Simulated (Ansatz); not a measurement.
Nudged elastic band of BNH₆O (part 2 of 2)

Continued. System: BNH₆O. Method: RKS PBE0-D4/def2-SVP (Ansatz 0.2.0). It belongs to a series of runs on one base structure; here: band between the two ends.

Geometry of the input (Å):
```
B  0.0938  -0.7076  0.1313
N  -0.0353  -0.2072  1.4420
H  -0.9034  -0.1436  1.9583
H  0.7714  0.0823  1.9766
H  1.1919  -0.7592  -0.3733
O  -0.9526  -1.1447  -0.6267
H  -1.8065  -1.0863  -0.1872
H  -0.3529  3.2151  1.2668
H  -0.2676  2.4600  1.2061
```

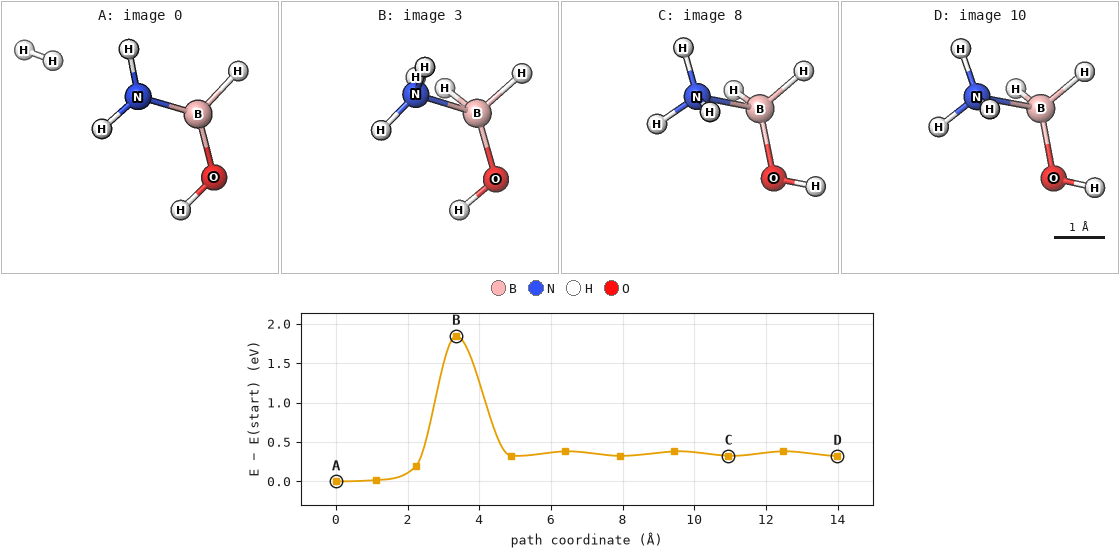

Fig. 1: Images of the last band (counted from 0; ball-and-stick, seen at a tilt) above the energy along the path; the line is a cubic interpolation that uses the forces. The highest image is number 3, 1.849 eV above the start and 1.524 eV above the end (the climbing image); the end lies 0.324 eV above the start. The path is 14.00 Å long. The band converged in 34 iterations.

```
Total energy: -4302.74307488 eV, -158.1228914977 hartree
Atom 0 at    -0.018952     0.161525     0.184762 Å, force     0.004015    -0.010487     0.005994 eV/Å
Atom 1 at    -0.010820     0.130699     1.766417 Å, force    -0.008850     0.013026    -0.001645 eV/Å
Atom 2 at    -0.872496    -0.133487     2.235984 Å, force     0.003304    -0.004245     0.002647 eV/Å
Atom 3 at     0.800984    -0.268077     2.227692 Å, force     0.002072    -0.004750    -0.000533 eV/Å
Atom 4 at     1.113980     0.156057    -0.247815 Å, force    -0.001771     0.001414    -0.002681 eV/Å
Atom 5 at    -0.952166    -0.578230    -0.528875 Å, force     0.002787    -0.003611    -0.006603 eV/Å
Atom 6 at    -1.823674    -0.608389    -0.127595 Å, force    -0.001052     0.003543     0.002821 eV/Å
Atom 7 at    -0.333714     1.566874     0.152079 Å, force     0.000511     0.005459     0.001100 eV/Å
Atom 8 at    -0.164342     1.281829     1.131250 Å, force    -0.001018    -0.000349    -0.001101 eV/Å
Dipole moment:    -0.256243    -0.028034     0.712966 e Å
this run last wrote the band of iteration 34 to [file]
```

## The last band as extended XYZ (Å, eV, eV/Å)
```
9
Properties=species:S:1:pos:R:3:forces:R:3 image=0 energy=-4304.59156
B     0.0938   -0.7076    0.1313    0.0001  -0.0017  -0.0027
N    -0.0353   -0.2072    1.4420   -0.0030  -0.0028  -0.0064
H    -0.9034   -0.1436    1.9583    0.0001   0.0002   0.0008
H     0.7714    0.0823    1.9766    0.0016   0.0030   0.0040
H     1.1919   -0.7592   -0.3733    0.0016  -0.0013  -0.0006
O    -0.9526   -1.1447   -0.6267    0.0021   0.0024   0.0035
H    -1.8065   -1.0863   -0.1872   -0.0020  -0.0002   0.0005
H    -0.3529    3.2151    1.2668    0.0001  -0.0002   0.0005
H    -0.2676    2.4600    1.2061   -0.0005   0.0005   0.0003
9
Properties=species:S:1:pos:R:3:forces:R:3 image=1 energy=-4304.57485
B     0.1015   -0.5148    0.2149    0.0007  -0.0083  -0.0018
N     0.0136   -0.3536    1.6116    0.0002  -0.0003  -0.0019
H    -0.8426   -0.3955    2.1495   -0.0004   0.0003  -0.0026
H     0.8370   -0.2077    2.1781   -0.0004   0.0024  -0.0021
H     1.1865   -0.4552   -0.3164    0.0015  -0.0133  -0.0020
O    -0.9717   -0.7301   -0.5988    0.0009  -0.0100  -0.0015
H    -1.8144   -0.7606   -0.1356    0.0005  -0.0056  -0.0009
H    -0.4757    2.8988    0.6892   -0.0012   0.0232   0.0120
H    -0.2955    2.2276    1.0014   -0.0018   0.0116   0.0007
9
Properties=species:S:1:pos:R:3:forces:R:3 image=2 energy=-4304.39740
B     0.0754   -0.2621    0.2861    0.0486  -0.2121   0.0508
N     0.0056   -0.3191    1.6956    0.0018  -0.1982  -0.0352
H    -0.8493   -0.3774    2.2333    0.0071  -0.0953   0.0047
H     0.8372   -0.2489    2.2633    0.0154   0.0405   0.0316
H     1.1441   -0.0505   -0.2398    0.0189  -0.1096   0.0101
O    -0.9880   -0.4436   -0.5481   -0.0077   0.0381  -0.0021
H    -1.8227   -0.6031   -0.0975    0.0088  -0.0214   0.0225
H    -0.4260    2.1520    0.2610   -0.0497   0.2713   0.0285
H    -0.2376    1.8614    0.9400   -0.0432   0.2868  -0.1109
9
Properties=species:S:1:pos:R:3:forces:R:3 image=3 energy=-4302.74305
B    -0.0190    0.1615    0.1848    0.0040  -0.0105   0.0060
N    -0.0108    0.1307    1.7664   -0.0089   0.0130  -0.0016
H    -0.8725   -0.1335    2.2360    0.0033  -0.0042   0.0026
H     0.8010   -0.2681    2.2277    0.0021  -0.0047  -0.0005
H     1.1140    0.1561   -0.2478   -0.0018   0.0014  -0.0027
O    -0.9522   -0.5782   -0.5289    0.0028  -0.0036  -0.0066
H    -1.8237   -0.6084   -0.1276   -0.0011   0.0035   0.0028
H    -0.3337    1.5669    0.1521    0.0005   0.0055   0.0011
H    -0.1643    1.2818    1.1313   -0.0010  -0.0003  -0.0011
9
Properties=species:S:1:pos:R:3:forces:R:3 image=4 energy=-4304.26435
B    -0.1352    0.2829    0.0479   -0.0040   0.0038  -0.0040
N     0.0009    0.3717    1.7253    0.0019   0.0061  -0.0010
H    -0.9130    0.3201    2.1776   -0.0002   0.0117  -0.0027
H     0.5589   -0.4134    2.0633   -0.0073  -0.0066  -0.0062
H     1.0497    0.2724   -0.2855   -0.0028   0.0048  -0.0023
O    -0.8260   -0.9348   -0.2218    0.0018  -0.0068   0.0090
H    -1.7305   -0.7618   -0.4868    0.0025  -0.0046  -0.0115
H    -0.7234    1.3321   -0.2318   -0.0119  -0.0063  -0.0099
H     0.4575    1.2397    2.0056    0.0200  -0.0022   0.0285
9
Properties=species:S:1:pos:R:3:forces:R:3 image=5 energy=-4304.20984
B    -0.1788    0.3345    0.0368    0.0008  -0.0025  -0.0012
N    -0.0416    0.4502    1.7384   -0.0014   0.0002  -0.0011
H    -0.7215    1.0747    2.1705   -0.0052  -0.0058   0.0007
H    -0.2116   -0.5020    2.0686    0.0086  -0.0016   0.0006
H     0.9446    0.6635   -0.3357    0.0022  -0.0039   0.0004
O    -0.4869   -1.0436   -0.1931   -0.0031   0.0021   0.0011
H    -1.3948   -1.1469   -0.4817   -0.0035   0.0026  -0.0001
H    -1.0629    1.1462   -0.2429    0.0036   0.0019  -0.0007
H     0.8923    0.7322    2.0330   -0.0020   0.0071   0.0003
9
Properties=species:S:1:pos:R:3:forces:R:3 image=6 energy=-4304.26702
B    -0.2232    0.3529    0.0532   -0.0048  -0.0004   0.0042
N    -0.1225    0.4566    1.7317    0.0159  -0.0043   0.0110
H    -0.1105    1.4256    2.0513   -0.0038   0.0024  -0.0084
H    -0.8941   -0.0308    2.1893   -0.0062   0.0043  -0.0029
H     0.7690    1.0003   -0.2818    0.0016   0.0011  -0.0026
O    -0.1407   -1.0404   -0.2438    0.0015   0.0098   0.0024
H    -0.9899   -1.3752   -0.5348    0.0005  -0.0118  -0.0048
H    -1.2942    0.9115   -0.2014   -0.0003   0.0036   0.0044
H     0.7451    0.0084    2.0302   -0.0045  -0.0048  -0.0032
9
Properties=species:S:1:pos:R:3:forces:R:3 image=7 energy=-4304.21085
B    -0.2616    0.3441    0.0461   -0.0107  -0.0060  -0.0067
N    -0.1590    0.5216    1.7381    0.0027  -0.0143   0.0107
H    -0.5891    1.3854    2.0657    0.0074   0.0040  -0.0016
H    -0.6935   -0.2690    2.1047   -0.0150   0.0071  -0.0020
H     0.9120    0.3598   -0.3297   -0.0031   0.0150  -0.0040
O    -0.9612   -0.8946   -0.1261    0.0262   0.0213  -0.0083
H    -0.3919   -1.5484   -0.5342   -0.0031  -0.0152   0.0205
H    -0.9069    1.3391   -0.2775   -0.0069   0.0013  -0.0017
H     0.7900    0.4710    2.1068    0.0025  -0.0132  -0.0069
9
Properties=species:S:1:pos:R:3:forces:R:3 image=8 energy=-4304.26588
B    -0.1869    0.3378    0.0530    0.0036   0.0013   0.0022
N    -0.1485    0.4678    1.7324    0.0007   0.0007   0.0010
H    -1.0714    0.7524    2.0629   -0.0033  -0.0097  -0.0021
H     0.0737   -0.4276    2.1699    0.0093   0.0018  -0.0005
H     0.9822    0.0632   -0.2330    0.0004  -0.0050   0.0012
O    -1.1674   -0.6601   -0.2268   -0.0058   0.0011  -0.0003
H    -0.7536   -1.4658   -0.5395   -0.0040   0.0019  -0.0001
H    -0.5226    1.4790   -0.2649    0.0057   0.0013  -0.0007
H     0.5333    1.1620    2.0398   -0.0067   0.0067  -0.0008
9
Properties=species:S:1:pos:R:3:forces:R:3 image=9 energy=-4304.20921
B    -0.0911    0.3209    0.0484   -0.0002   0.0004  -0.0003
N    -0.1313    0.4452    1.7547   -0.0003   0.0006   0.0010
H    -0.9881   -0.0430    2.0231   -0.0029   0.0044  -0.0010
H     0.6595    0.0056    2.2240   -0.0024  -0.0048  -0.0005
H     0.9690   -0.2653   -0.1777    0.0006   0.0025  -0.0004
O    -1.2900   -0.3890   -0.2760    0.0001  -0.0025   0.0007
H    -1.0900   -1.2772   -0.5750    0.0027  -0.0014   0.0001
H    -0.0995    1.4996   -0.2972   -0.0031   0.0005   0.0002
H    -0.1998    1.4120    2.0697    0.0055   0.0003   0.0002
9
Properties=species:S:1:pos:R:3:forces:R:3 image=10 energy=-4304.26722
B    -0.0311    0.2573    0.0730   -0.0019  -0.0012  -0.0012
N    -0.1403    0.4052    1.7470   -0.0005  -0.0013   0.0003
H    -0.3881   -0.4796    2.1921    0.0001   0.0015   0.0007
H     0.7334    0.7430    2.1516    0.0000  -0.0003   0.0001
H     0.8484   -0.5954   -0.0784    0.0023  -0.0008  -0.0001
O    -1.3452   -0.0910   -0.3610    0.0022   0.0032   0.0011
H    -1.3786   -1.0033   -0.6516   -0.0004  -0.0008  -0.0005
H     0.3189    1.3954   -0.2410   -0.0018  -0.0001  -0.0003
H    -0.8784    1.0772    1.9622    0.0000  -0.0002  -0.0001
```

## Results in brief

```json
{"quantity": "outcome", "value": "converged"}
{"quantity": "barrier, forward", "value": "1.849 eV"}
{"quantity": "barrier, backward", "value": "1.524 eV"}
{"quantity": "hardware", "value": "1 thread of Arm Neoverse V1, 24 GiB of memory available, shared host"}
{"quantity": "wall time", "value": "9.5 min"}
{"quantity": "peak memory", "value": "0.13 GiB"}
```

The order of the saddle point was not checked.
